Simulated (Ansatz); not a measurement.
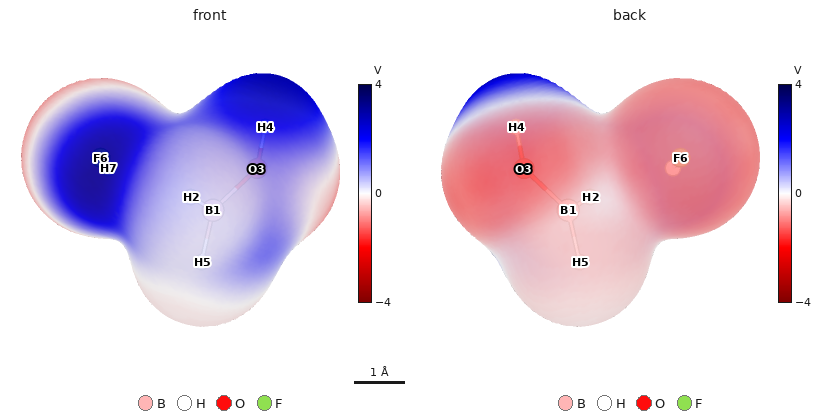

The picture shows: BH₃O···HF. The electrostatic potential painted on the density surface at 0.002 e/bohr³, seen from the front and from behind; the colour scale runs from red (negative) to blue (positive).

Not at a stationary point (largest force 0.6 eV/Å).

Computed with RKS BLYP-D4/def2-mTZVP in Ansatz.

Input

```
crystal:
  periodic: [false, false, false]
  atoms:
    - { symbol: B, position_ang: [0.0, 0.0, 0.0] }
    - { symbol: H, position_ang: [0.0, 0.0, 1.54] }
    - { symbol: O, position_ang: [1.2211, 0.0, -0.705] }
    - { symbol: H, position_ang: [1.5209, -0.9519, -0.8599] }
    - { symbol: H, position_ang: [-1.0305, 0.0, -0.595] }
    - { symbol: F, position_ang: [0.0726, 1.5356, 0.5108] }
    - { symbol: H, position_ang: [0.041, 0.8666, 1.4996] }
basis:
  gaussian: { orbitals: def2-mTZVP }
hamiltonian:
  xc: blyp
  dispersion: d4
relax:
  f_tol: 0.15
  max_steps: 25
  restrain:
    - { distance: [0, 5], at: 2.52, k: 30.0 }
    - { distance: [6, 1], at: 1.86, k: 30.0 }
    - { distance: [0, 1], at: 1.19, k: 30.0 }
    - { distance: [6, 5], at: 0.92, k: 30.0 }
output:
  orbitals: {}
```

Command:

```sh
ansatz run input.yaml --threads 1 --pin off --max-ram 2048MiB --backend cpu --events-out ev --progress --plain --runs-dir out
```

The fields are those of the run's last geometry, not of the input's.

Where is the surface potential most negative and most positive?

Answer. The most negative region (about −1.2 V) lies over O3, the most positive (about +3.0 V) over H7. O3 is the likeliest acceptor of a hydrogen bond.
